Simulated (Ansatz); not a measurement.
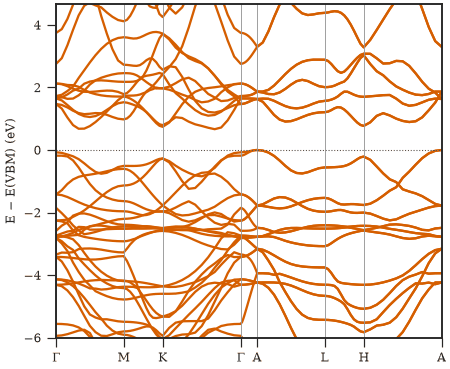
*Band structure from r²SCAN+D4 in the plane-wave PAW code Ansatz*

**Question.** Read off the gap and where the band edges lie.

**Answer.** About 0.7 eV (0.67 eV by a search for the band edges); maximum at A, minimum on the K–Γ line, 68 % of the way from K.

The material is CuNbSe2 in space group P6_3/mmc (No. 194; Se on 4f, Nb on 2b, Cu on 2a).

The cell is a constructed one: a structure type filled with these elements; neither database checked (COD, Materials Project) lists it. Its standing as an ambient phase is unchecked. The r²SCAN+D4 relaxation kept the symmetry of its start; whether a distortion lowers the energy is not shown. No spin polarisation was allowed. Scalar-relativistic: spin–orbit coupling is off unless named, which matters more the heavier the elements.

Potentials: the later of the program's two PAW sets.
